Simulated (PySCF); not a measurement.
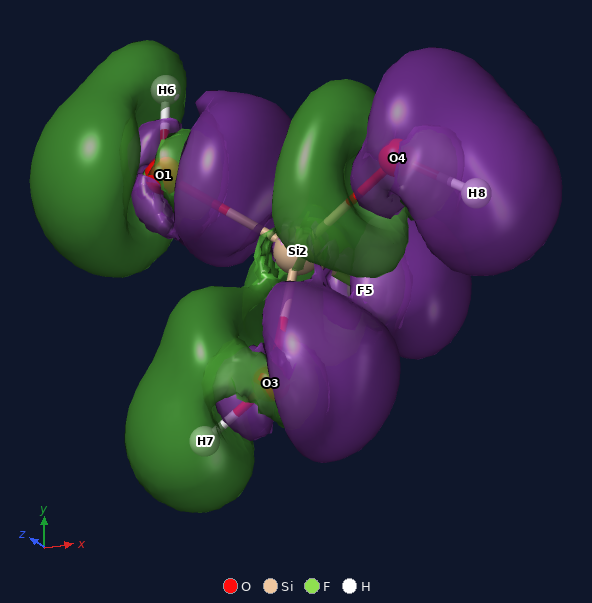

Figure. FH₃O₃Si, SMILES `O[Si](O)(O)F`. Change of the electron density in a uniform field of 0.21 V/Å, surfaces at ±0.001 e/Å³ (purple: gain, green: loss).

Computed with PySCF, PBE0/def2-TZVP, geometry: GFN2-xTB. No frequency check shows the geometry to be a minimum. A basis without diffuse functions makes polarisabilities too small.

The field was applied in both directions; the picture shows the one opposite to the script's first.

Along which Cartesian direction does the field point?

Along −x: electrons gather on the +x side, against the field.

What dipole is induced, and what polarisability does it imply?

The induced dipole is 0.33 D (along the field); α along this axis, from the fields in both directions, is 32 bohr³ (4.8 Å³).
